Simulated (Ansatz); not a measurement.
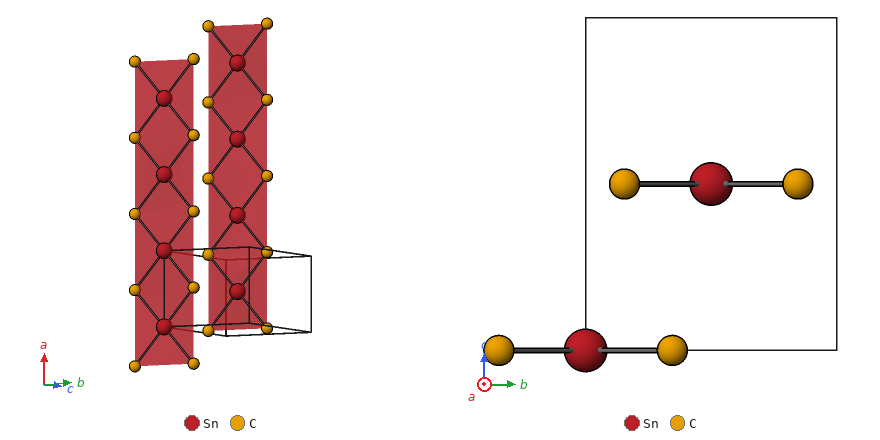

Polyhedra are drawn about Sn (bonds: C–Sn below 2.5 Å); other atoms are plain spheres. Two views of the same piece.

The compound is SnC₂ (space group Immm, No. 71), taken as the geometry relaxed with DFT PBEsol, scalar-relativistic, plane waves, PAW (Ansatz 0.2.0); the starting structure was generated, so it need not be a known form of this composition.

What figure surrounds each Sn atom, and what does it share with the other drawn polyhedra?

Answer. Sn: SnC4 square, sharing edges with two neighbours.

How do these polyhedra hang together as a whole?

Answer. They form chains of edge-sharing squares along [100].
